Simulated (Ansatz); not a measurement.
**Identify the compound from its spectrum**

Method: Ansatz, PBE, independent particles, without spin-orbit coupling, line width 0.15 eV (Gaussian); metals get a typed carrier damping. The response is along the first axis of the cell.

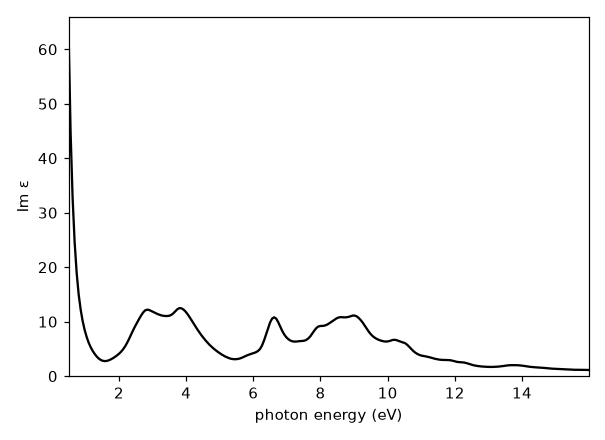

Which of these systems gave the spectrum?
A. Na (Im-3m)
B. AlCo (Pm-3m)
C. Li4NF (R-3m)
D. AlRu (Pm-3m)

D. AlRu (Pm-3m): a metal, with a Drude term, main peak of the conductivity above 1 eV at 9.02 eV. The others: AlCo (Pm-3m), a metal, with a Drude term, main peak of the conductivity above 1 eV at 5.01 eV; Li4NF (R-3m), least direct gap 0.78 eV, ε∞ = 4.61 along the first axis, strongest peak along the first axis at 8.74 eV; Na (Im-3m), a metal, with a Drude term.

Cells made by substitution are models, which may or may not match a known phase.
